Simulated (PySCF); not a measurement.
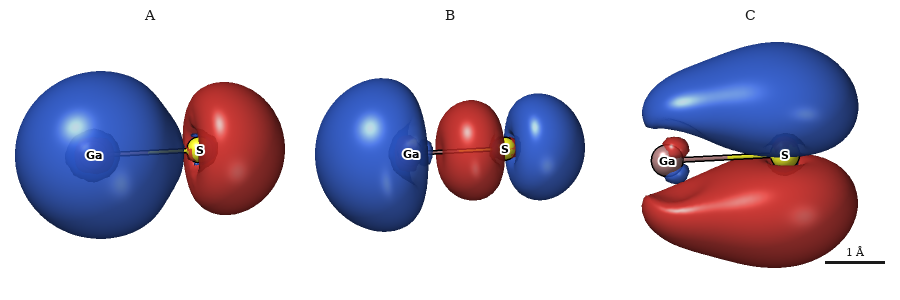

*GaS (doublet). Three frontier β-spin orbitals, each drawn at the value that holds 80 % of its norm (blue and red are the two phases), in no order; of a degenerate pair one member is drawn.*

The calculation used PBE0/def2-SVP, non-relativistic Hamiltonian with scalar-relativistic core potentials where named, at a bond length of 2.078 Å (PySCF 2.14.0).

Q: Name the orbitals and rank them from lowest to highest energy.

A: Orbital A: σ, occupied in this spin, −10.13 eV; shared between the atoms (Ga 55 %, S 45 %).
Orbital C: π, occupied in this spin, −7.07 eV; mainly on S (80 %).
Orbital B: σ, empty in this spin, −4.48 eV; shared between the atoms (Ga 60 %, S 40 %).
